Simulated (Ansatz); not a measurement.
# How BaZrO3 absorbs and reflects light

What colour and refractive index does BaZrO3 have at this level of theory?

Program: Ansatz 0.2.0. Level of theory: DFT, PBE, plane-wave PAW, default files, scalar-relativistic, independent-particle optical response without local fields. Results are calculated unless marked as measured.

**1. Starting point**

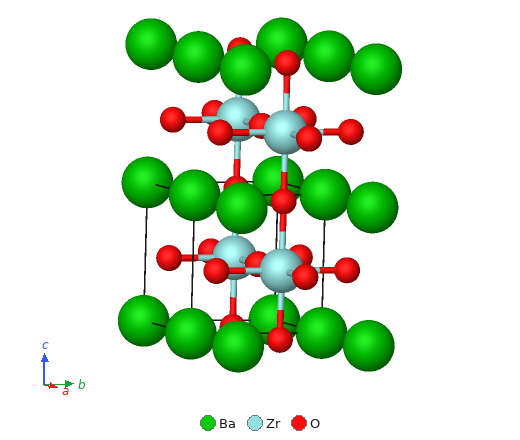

The cell as given, slightly off an axis (barium green, zirconium light teal, oxygen red). 2×1×2 cells are drawn. Some periodic images of atoms are drawn too.

**2. Ground state and bands**

The self-consistent density comes first; it also tells whether there is a gap, which decides the occupations and the need for a Drude term.

This step: DFT, PBE, plane-wave PAW, default files, scalar-relativistic, ground state (Ansatz 0.2.0).

The input, input.yaml:

```yaml
crystal:
  lattice:
    - [4.19134, 0.0, 0.0]
    - [0.0, 4.19134, 0.0]
    - [0.0, 0.0, 4.19134]
  atoms:
    - { symbol: Ba, position: [0.0, 0.0, 0.0] }
    - { symbol: Zr, position: [0.5, 0.5, 0.5] }
    - { symbol: O, position: [0.5, 0.5, 0.0] }
    - { symbol: O, position: [0.5, 0.0, 0.5] }
    - { symbol: O, position: [0.0, 0.5, 0.5] }
kpoints:
  mp_grid: { grid: [5, 5, 5] }
  band_path:
    path:
      - [[0.0, 0.0, 0.0], [0.0, 0.5, 0.0], [0.5, 0.5, 0.0], [0.0, 0.0, 0.0], [0.5, 0.5, 0.5], [0.0, 0.5, 0.0]]
      - [[0.5, 0.5, 0.0], [0.5, 0.5, 0.5]]
    npoints: 10
scf:
  occupations: { method: fermi_dirac, width: 0.05 }
  n_extra_bands: 9
hamiltonian:
  xc: pbe
  pseudopotentials: { kind: paw }
output:
  forces: true
  stress: true
  populations: true
  write_bands: true
  write_density: true
  write_potential: true
  elf: true
  volumetric_format: npy
```

Run with:

```
$ ansatz run input.yaml --threads 4 --pin off --max-ram 8192MiB --backend cpu --events-out ev --progress --plain --runs-dir out
```

Numbers of over 12 decimals in the logs are rounded to 6 here.

What it wrote:

```text
scf.n_extra_bands = 9 over 20 filled bands (N_el = 40.0): the run solves 29 bands
Engine: ansatz 0.2.0, aarch64-unknown-linux-gnu
Pseudopotentials: kind: paw
Pseudopotential: Ba, paw, valence charge 10, recommended cutoff 420 eV (normal), Ba.paw.azcp
Pseudopotential: Zr, paw, valence charge 12, recommended cutoff 420 eV (normal), Zr.paw.azcp
Pseudopotential: O, paw, valence charge 6, recommended cutoff 420 eV (normal), O.paw.azcp
Functional definition: PBE
  parameter kappa = 0.804
  parameter beta = 0.066725
  exchange = pbe_x(kappa = kappa, mu = beta*pi^2/3)
  correlation = pbe_c(beta = beta)
Crystal: 5 atoms, lattice volume = 73.631 Å³
Basis set: ecut = 420 eV, 1419 PW (Γ), exchange–correlation on 60×60×60 points (8 copies of the dense FFT grid, shifted against one another)
Bands: 29, of which v1, the nominal top of the filled ones, is band 20 counted from 1 (19 counted from 0)
Symmetry: 48 space group operations
Space group: Pm-3m (ITA 221), of the structure as read, at distance tolerance 4.2e-5 Å
k-points: 10 of 125
Non-local potential: Ba, projectors of the file, l = 0: 3, l = 1: 2, l = 2: 2, l = 3: 2
Non-local potential: Zr, projectors of the file, l = 0: 3, l = 1: 2, l = 2: 2, l = 3: 2
Non-local potential: O, projectors of the file, l = 0: 2, l = 1: 2, l = 2: 1
PAW form: soft (Blöchl's): semilocal exchange-correlation on the pseudo side does not see the compensation charge
PAW one-centre angular grid: Ba, 194 points (default); XC on 64 Gauss nodes
PAW one-centre angular grid: Zr, 590 points (default); XC on 64 Gauss nodes
PAW one-centre angular grid: O, 110 points (default); XC on 64 Gauss nodes
Initial density: superposition of atomic densities (neutral atoms: chi_scale 0, normalization atom), corrected by the library's trained network
Initial wavefunctions: pseudopotential atomic-orbital guess
Functional: x = pbe(κ = 0.804, μ = 0.219515), c = pbe(β = 0.066725)
SCF iter   1: F=—  HF=-11844.669856 eV  |F-HF|=—  |Δ(HF+E_count)|=         —  Δρ=8.35e-4  dr2=3.69e-4  ethr=1.77e-3  ⟨swp⟩=7.7  Hψ=1585  notcnv=0  defer=3
preconditioner: auto → Resta (q_TF=auto, 2.464 Å⁻¹)  ε∞=3.4  [insulator: Δε(μ)=3.333 eV  Ē_g=17.244 eV  σ=0.050 eV  W_gap=1.00  n_scr=18 (ndim 8)  ℏωp=26.7 eV  f_vac=0.000  D(μ)=0.00/eV (n_scr^D=0)  ε∞_Penn≈3.4]
SCF iter   2: F=—  HF=-11844.669954 eV  |F-HF|=—  |Δ(HF+E_count)|=   9.80e-5  Δρ=7.50e-4  dr2=3.17e-4  ethr=9.23e-7  ⟨swp⟩=2.3  Hψ=573  notcnv=0  defer=8
SCF iter   3: F=—  HF=-11844.669976 eV  |F-HF|=—  |Δ(HF+E_count)|=   2.16e-5  Δρ=3.81e-4  dr2=7.93e-5  ethr=7.93e-7  ⟨swp⟩=1.9  Hψ=364  notcnv=0  defer=8
SCF iter   4: F=—  HF=-11844.669939 eV  |F-HF|=—  |Δ(HF+E_count)|=   3.65e-5  Δρ=5.66e-5  dr2=1.04e-6  ethr=1.98e-7  ⟨swp⟩=2.0  Hψ=368  notcnv=0  defer=8
iter 5 did not close the SCF: its close was put off for the readings that it lacked (scf_convergence_deferred on its scf_iter line)
SCF iter   5: F=-11844.669940 eV  HF=-11844.669940 eV  |F-HF|=5.02e-8  |Δ(HF+E_count)|=   8.72e-7  Δρ=1.20e-5  dr2=9.11e-8  ethr=2.59e-9  ⟨swp⟩=2.2  Hψ=458  notcnv=0  defer=8
SCF iter   6: F=-11844.669940 eV  HF=-11844.669940 eV  |F-HF|=9.95e-9  |Δ(HF+E_count)|=  8.37e-11  Δρ=3.90e-6  dr2=1.32e-8  ethr=2.28e-10  ⟨swp⟩=12.2  Hψ=2105  notcnv=0
SCF 1 converged in 6 iterations: F = -11844.669940 eV  dr2 = 1.32e-8
  greatest PAW one-centre occupation: 0.995 electrons in one spin orbital (limit 2), on the Zr atom at site 1 (counted from 0), in its partial waves of l = 0
NSCF: frozen V_eff on 62 k-points
SCF converged after 6 iterations
Free energy (F): -11844.669940 eV
Harris-Foulkes:  -11844.669940 eV  (|F-HF|=9.95e-9)
Internal energy: -11844.669940 eV  (E = F + TS)
E sigma→0 (E₀):  -11844.669940 eV
Fermi energy:    11.445404 eV
--- Per-component energies (eV) ---
  E_band       = -90.945787
  E_kinetic    = 1034.025454
  E_local      = -1940.226585  (includes V_loc(G=0)·N_el)
  E_nonlocal   = 275.976321
  E_hartree    = 688.072661
  E_xc         = -556.320752
  E_vxc        = -615.807770  (∫ρ·V_xc dr)
  E_paw        = -8652.427414  (= ΣΔE_a)
  E_vpaw       = -221.061633  (= ΣTr[D̂ρ^β])
  E_aug_tail   = 0.007365  (compensation charges beyond the density's cutoff)
  E_ewald      = -2693.776990
  E_smearing   = -0.000000  (= −TS)
  E_closure    = 0.000000  (closes the sum)
  Σ components = -11844.669940   (vs F -11844.669940, Δ=0.00e0)
--- Forces (eV/Å), atoms counted from 1 ---
  atom   1  Ba    -0.00000000     0.00000000    -0.00000000
  atom   2  Zr     0.00000000    -0.00000000     0.00000000
  atom   3  O     -0.00000000    -0.00000000     0.00000000
  atom   4  O     -0.00000000    -0.00000000    -0.00000000
  atom   5  O      0.00000000     0.00000000     0.00000000
  max |Σ_I F_I| component: 7.88e-29 eV/Å
--- Stress (GPa, compression-positive) ---
        4.053420      -0.000000       0.000000
       -0.000000       4.053420       0.000000
        0.000000       0.000000       4.053420
  P = ⅓ Tr σ = 4.0534 GPa (40.534 kbar)
--- Band table (eV; the first three rows and the last of 10) ---
  k-point 0: bands = [... 16 lower, 8.8323, 9.6346, 9.6346, 9.6346, 13.0698, 13.0698, 13.0698, 14.5808, ... 5 higher]
  k-point 1: bands = [... 16 lower, 8.5868, 8.8128, 9.5230, 9.5230, 13.1838, 13.8900, 13.8900, 15.1542, ... 5 higher]
  k-point 2: bands = [... 16 lower, 8.1632, 8.2457, 9.4179, 9.4179, 13.3958, 15.2757, 15.2757, 16.1534, ... 5 higher]
  k-point 9: bands = [... 16 lower, 7.3592, 9.6141, 9.6141, 9.7248, 15.8525, 16.0132, 16.0132, 16.8269, ... 5 higher]
--- Löwdin populations: 5 sites ---
  site symbol       q [e]
     0     Ba      8.2044
     1     Zr     10.7864
     2      O      6.8771
     3      O      6.8771
     4      O      6.8771
  spilling = 0.009451 (of n_electrons = 40.000000)
```

It took 1.7 s on 4 threads of Arm Neoverse V2, shared host; peak memory 0.38 GiB; 4.6 s of CPU time.

In the SCF lines HF is the Harris–Foulkes energy and dr2 the Hartree energy of the density residual, in eV; the loop may stop once dr2 is under the threshold and the program's other checks hold. Hψ counts applications of the Hamiltonian.

Numbers from this step:

- free energy: -11844.6699 eV
- Fermi energy: 11.45 eV
- gap by band count: 3.345 eV
- electrons: 40
- symmetry operations: 48
- pressure: 4.053 GPa
- gap on the k-mesh: 3.345 eV
- volume: 73.63 Å³
- gap on the path: 3.239 eV
- least direct gap on the path: 3.435 eV

There is a gap, 3.24 eV on the path, so no carriers' term is needed. The cell is left with a pressure of 4.1 GPa, as it stands unrelaxed at this level.

The electronic bands at the labelled points (eV, zero at the Fermi level; v1 is the highest filled band, c1 the lowest empty one):

```csv
point,v4,v3,v2,v1,c1,c2,c3,c4
Γ,-2.61,-1.81,-1.81,-1.81,1.62,1.62,1.62,3.13
X,-3.33,-3.25,-2.04,-2.04,1.99,4.11,4.11,4.90
M,-2.52,-2.52,-2.38,-1.66,4.10,4.10,4.90,4.96
Γ,-2.61,-1.81,-1.81,-1.81,1.62,1.62,1.62,3.13
R,-4.11,-1.61,-1.61,-1.61,4.46,4.46,4.46,5.38
X,-3.33,-3.25,-2.04,-2.04,1.99,4.11,4.11,4.90
jump to M,-2.52,-2.52,-2.38,-1.66,4.10,4.10,4.90,4.96
R,-4.11,-1.61,-1.61,-1.61,4.46,4.46,4.46,5.38
```

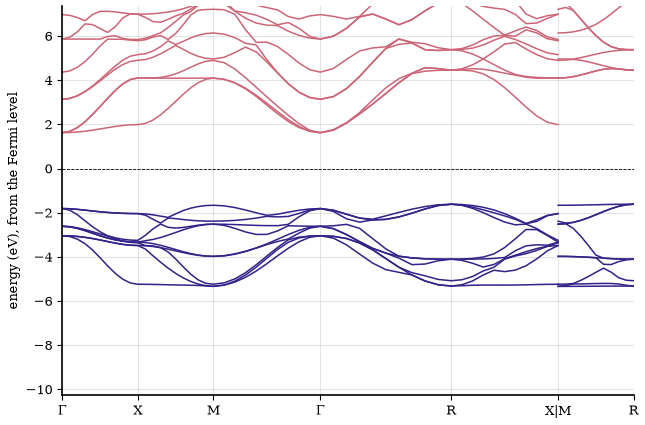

Electronic bands along the path; lines of filled and empty bands in two colours.

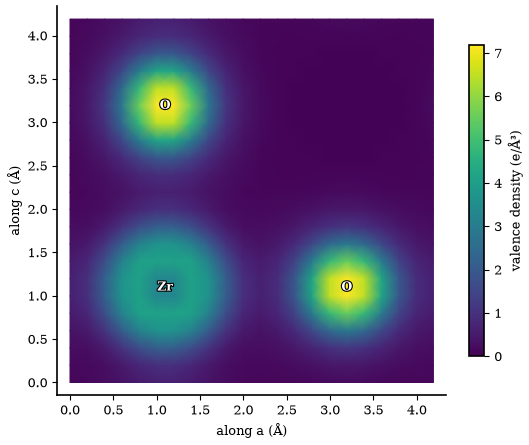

Valence density in the ac plane at fractional y = 0.500, with atoms of Zr and O within 0.2 Å of it. It is the smooth field of the valence electrons, not physical close to the nuclei. The map starts off the cell's origin, so that atoms lie inside it.

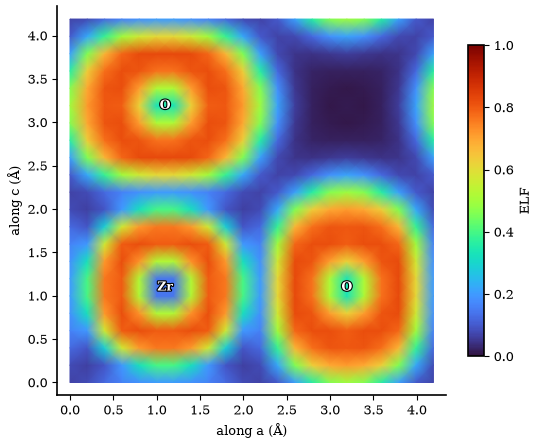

ELF in the ac plane at fractional y = 0.500, with atoms of Zr and O within 0.2 Å of it. It is the smooth field of the valence electrons, not physical close to the nuclei. The map starts off the cell's origin, so that atoms lie inside it.

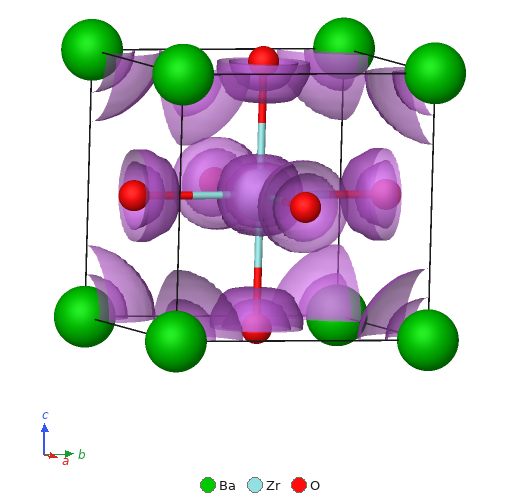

Surface of ELF = 0.8.

**3. Spectrum**

With the density converged, the vertical transitions are summed over the zone.

This step: DFT, PBE, plane-wave PAW, default files, scalar-relativistic, independent-particle optical response without local fields (Ansatz 0.2.0).

input.yaml, the sections that differ from step 2:

```yaml
kpoints:
  mp_grid: { grid: [5, 5, 5] }
scf:
  occupations: { method: fixed }
output:
  optics:
    e_range: [0, 22]
    de: 0.05
    sigma: 0.1
    nscf_kmesh: { grid: [8, 8, 8] }
    bands: { spectra_wanted_up_to: 22 }
# crystal, hamiltonian: as in step 2
```

What it wrote:

```text
[...]
Crystal: 5 atoms, lattice volume = 73.631 Å³
Basis set: ecut = 420 eV, 1419 PW (Γ)
Bands: 25, of which v1, the nominal top of the filled ones, is band 20 counted from 1 (19 counted from 0)
Symmetry: 48 space group operations
[...]
k-points: 10 of 125
[...]
SCF iter   1: F=—  HF=-11844.669935 eV  |F-HF|=—  |Δ(HF+E_count)|=         —  Δρ=8.10e-4  dr2=2.05e-4  ethr=1.77e-3  ⟨swp⟩=4.5  Hψ=1066  notcnv=0  defer=24
[...]
SCF iter  10: F=-11844.669869 eV  HF=-11844.669869 eV  |F-HF|=3.64e-12  |Δ(HF+E_count)|=  3.64e-12  Δρ=1.17e-8  dr2=7.74e-14  ethr=1.00e-12  ⟨swp⟩=8.9  Hψ=1097  notcnv=0
SCF 1 converged in 10 iterations: F = -11844.669869 eV  dr2 = 7.74e-14
[...]
NSCF: frozen V_eff on 35 k-points
output.optics: what the bands over the 65 summed would add to eps1, eps2 and the energy-loss function is held between a lower and an upper bound (7 Lanczos steps). eps1, eps2 and their loss function (loss_summed_bands) are given on every row as the summed bands alone make them. Along an axis, on a row where the two bounds hold the loss function to about 1 % of the greater of itself and 0.5 % of |1/eps|, its cell (loss_completed) is given, with the completed eps1 and eps2 that it is formed of (a cell that is left empty reads nan in the table and null in the record). The two bounds hold it so along every axis on all 441 rows up to 22.000 eV. [rest of the remark cut]
SCF converged after 10 iterations
Free energy (F): -11844.669869 eV
[...]
Internal energy: -11844.669869 eV  (E = F + TS)
E sigma→0 (E₀):  -11844.669869 eV
Fermi energy:    9.724840 eV
[...]
--- Band table (eV; the first three rows and the last of 10) ---
  k-point 0: bands = [... 16 lower, 8.8324, 9.6349, 9.6349, 9.6349, 13.0698, 13.0698, 13.0698, 14.5808, ... 1 higher]
  k-point 1: bands = [... 16 lower, 8.5869, 8.8129, 9.5233, 9.5233, 13.1838, 13.8900, 13.8900, 15.1542, ... 1 higher]
  k-point 2: bands = [... 16 lower, 8.1633, 8.2458, 9.4183, 9.4183, 13.3958, 15.2757, 15.2757, 16.1534, ... 1 higher]
  k-point 9: bands = [... 16 lower, 7.3593, 9.6142, 9.6142, 9.7248, 15.8525, 16.0132, 16.0132, 16.8269, ... 1 higher]
```

The job ended after 14 s (4 threads; peak memory 1.1 GiB; 54 s of CPU time).

Read-outs, printed or worked out from the files:

* electronic dielectric constant ε∞, mean over x, y and z (by symmetry where fewer were run): 4.986
* absorption onset, first axis (α over 10⁴ cm⁻¹, or the direct gap if that lies higher): 3.491 eV
* main peak of Im epsilon, first axis: 6.288 eV
* photocurrent from vertical transitions in a film 500 nm thick on a perfect mirror (two passes), AM1.5G, no front reflection, all carriers collected: 0.4452 mA/cm²
* least direct gap on the mesh: 3.435 eV
* bands summed: 65
* spectra valid up to: 28.89 eV
* program's estimate of the k-sum error in Im epsilon: 0.07 %
* electrons in the f-sum: 30.01

The Im ε, any direction has structure finer than the step of the table below, so its rows give means over 2 eV, whole bins alone (the curve runs from 0 to 22 eV). Peaks (eV: height): 6.3: 9.45, 8.0: 8.03, 9.4: 7.19, 19.0: 4.70.

Im ε, any direction against photon energy; means over each step:

```csv
photon energy (eV),"Im ε, any direction"
2,0
4,1.28
6,5.43
8,4.77
10,5.14
12,1.56
14,0.788
16,1.80
18,3.52
20,1.88
```

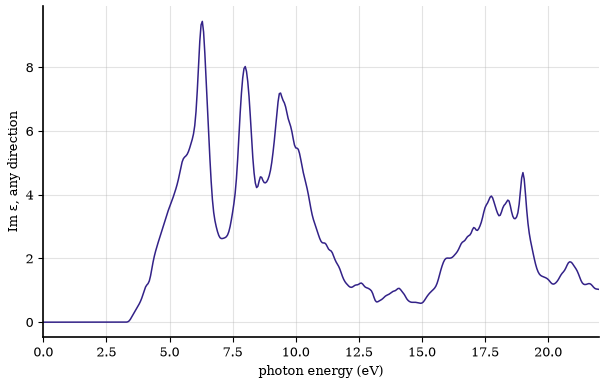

Im ε, any direction, plotted against photon energy.

The Re ε, any direction by photon energy:

| photon energy (eV) | Re ε, any direction |
| --- | --- |
| 0 | 4.99 |
| 1 | 5.06 |
| 2 | 5.32 |
| 3 | 5.95 |
| 4 | 7.51 |
| 5 | 7.60 |
| 6 | 6.80 |
| 7 | 2.79 |
| 8 | 3.19 |
| 9 | 3.09 |
| 10 | -0.700 |
| 11 | -1.19 |
| 12 | -0.518 |
| 13 | 0.194 |
| 14 | 1.09 |
| 15 | 1.84 |
| 16 | 2.39 |
| 17 | 2.17 |
| 18 | 0.716 |
| 19 | -0.634 |
| 20 | -0.671 |
| 21 | -0.538 |
| 22 | -0.446 |

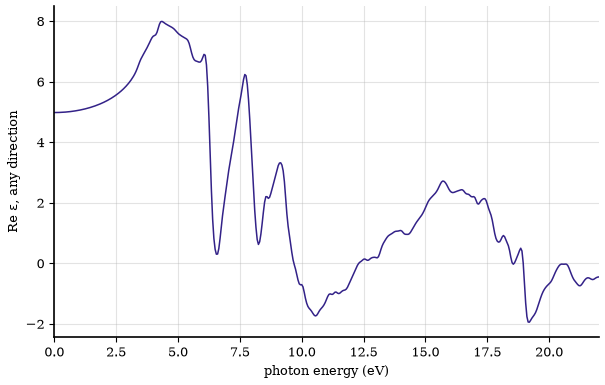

Re ε, any direction, plotted against photon energy.

The loss function −Im 1/ε at q → 0, any direction has structure finer than the step of the table below, so its rows give means over 1 eV, whole bins alone (the curve runs from 0 to 22 eV). Peaks (eV: height): 6.8: 0.258, 13.2: 1.19, 20.3: 0.787.

The loss function −Im 1/ε at q → 0, any direction by energy loss; means over each step:

```
energy loss (eV)  loss function −Im 1/ε at q → 0, any direction
               2                                              0
               3                                         2.6e-4
               4                                         0.0173
               5                                         0.0503
               6                                         0.0828
               7                                          0.168
               8                                          0.126
               9                                          0.153
              10                                          0.175
              11                                          0.310
              12                                          0.671
              13                                          0.874
              14                                          0.483
              15                                          0.199
              16                                          0.188
              17                                          0.220
              18                                          0.253
              19                                          0.263
              20                                          0.597
              21                                          0.579
```

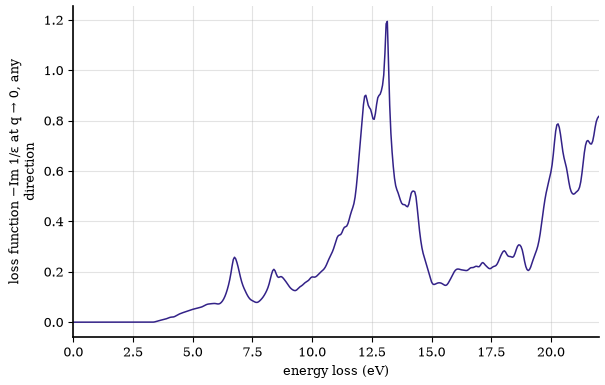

Loss function −Im 1/ε at q → 0, any direction against energy loss.

The refractive index n and extinction k by photon energy:

```
photon energy (eV)      n      k
                 0   2.23      0
                 1   2.25      0
                 2   2.31      0
                 3   2.44      0
                 4   2.75  0.181
                 5   2.83  0.638
                 6   2.83   1.09
                 7   1.82  0.728
                 8   2.43   1.65
                 9   2.09   1.14
                10   1.55   1.76
                11  0.899   1.41
                12  0.635  0.960
                13  0.773  0.635
                14   1.14  0.450
                15   1.37  0.219
                16   1.66  0.606
                17   1.70  0.853
                18   1.45   1.18
                19   1.43   1.64
                20  0.644   1.04
                21  0.818   1.10
                22  0.582  0.886
```

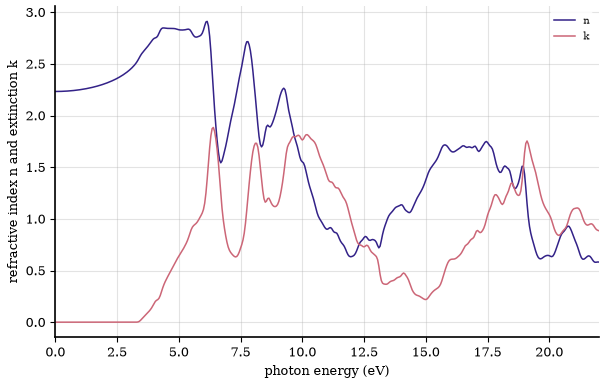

Refractive index n and extinction k against photon energy.

Values under 1 per cm are given as 1. The absorption coefficient, any direction by photon energy:

```
photon energy (eV)  absorption coefficient, any direction (1/cm)
              0.00                                             1
              2.00                                             1
              4.00                                         73578
              6.00                                         6.6e5
              8.00                                         1.3e6
             10.00                                         1.8e6
             12.00                                         1.2e6
             14.00                                         6.4e5
             16.00                                         9.8e5
             18.00                                         2.1e6
             20.00                                         2.1e6
             22.00                                         2.0e6
```

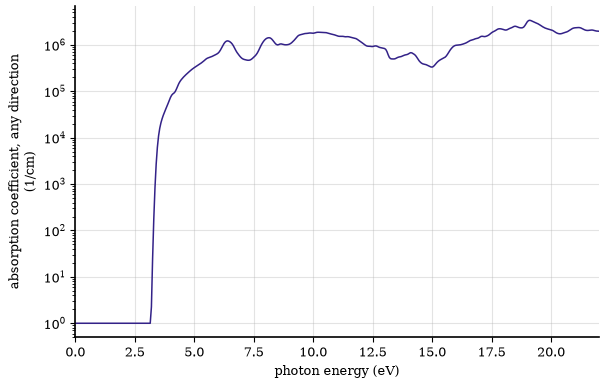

Absorption coefficient, any direction against photon energy.

At chosen wavelengths:

```csv
wavelength (nm),n,k,R (%),1/α
1550,2.24,0.000,14.7,over 1 mm
1064,2.26,0.000,14.9,over 1 mm
800,2.28,0.000,15.2,over 1 mm
450,2.40,0.000,16.9,over 1 mm
405,2.45,0.000,17.7,over 1 mm
248,2.83,0.638,24.9,31 nm
193,2.15,1.866,35.9,8.2 nm
```

Rows near the edge hang on the gap, which this functional as a rule makes too small, and phonon-assisted absorption is left out.

A film 1 µm thick would pass 72 % of daylight and look colourless, dimmed by reflection in transmission (x = 0.315, y = 0.331).

The f-sum over the summed bands holds 30.0 of the cell's 40 electrons outside the frozen cores, 16 of which lie in bands more than 12 eV below the Fermi level, whose transitions come at higher energies. Up to 22 eV the strength has a mean oscillator energy of 10.1 eV, well above the main peak, so higher transitions carry much of it.

[end of part 1 of 2]

[Logs are printed without paths, hosts, clocks, repeated set-up lines and the standing remarks that a program may print on its own settings, such as how far it seeks lower states.]

[Hosts, paths, dates, database ids (printed as entryN), source tags and the programs' standing remarks are cut or masked in the printed files.]
